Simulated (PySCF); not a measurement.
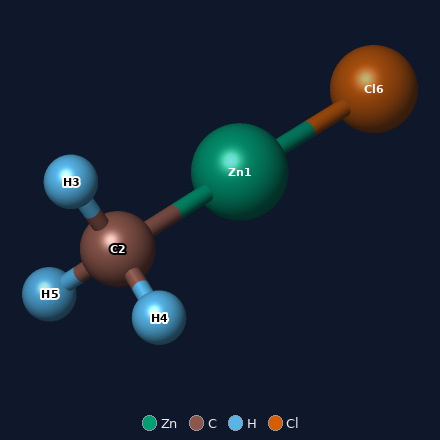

CH₃ClZn, SMILES [CH3][Zn][Cl], singlet. Vertical core-electron binding energies by ΔSCF (SCAN, pcX-2 on the ionised atom (unc-x2c-TZVPall on a metal), pcseg-1 elsewhere, spin-free X2C; PySCF 2.14.0, at a PBE0-D3(BJ)/def2-SVP geometry (no frequency check)), gas phase, against the vacuum level. One atom of each kind was ionised; within a panel, areas follow the number of like atoms and 2j + 1 (2p levels are split by first-order spin-orbit coupling, an approximation), each panel is scaled alone, Gaussians of 1.0 eV full width. Only the regions named are shown.

Question: Predict the Cl 2p, Zn 2p and C 1s photoelectron lines.

Answer:
```
   level  atoms  binding energy (eV)
Cl 2p1/2    Cl6                206.8
Cl 2p3/2    Cl6                205.1
Zn 2p1/2    Zn1               1051.9
Zn 2p3/2    Zn1               1027.7
    C 1s     C2                290.4
```

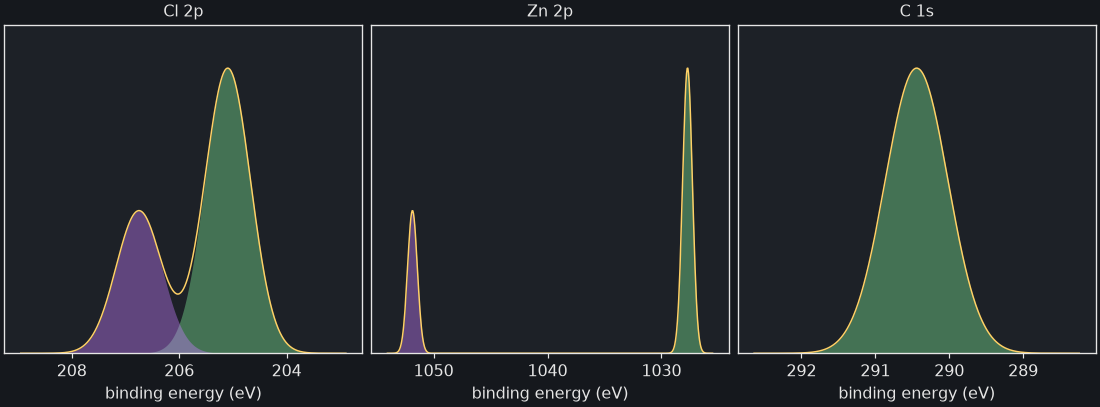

Note: metal 2p levels are good to about 1 eV.
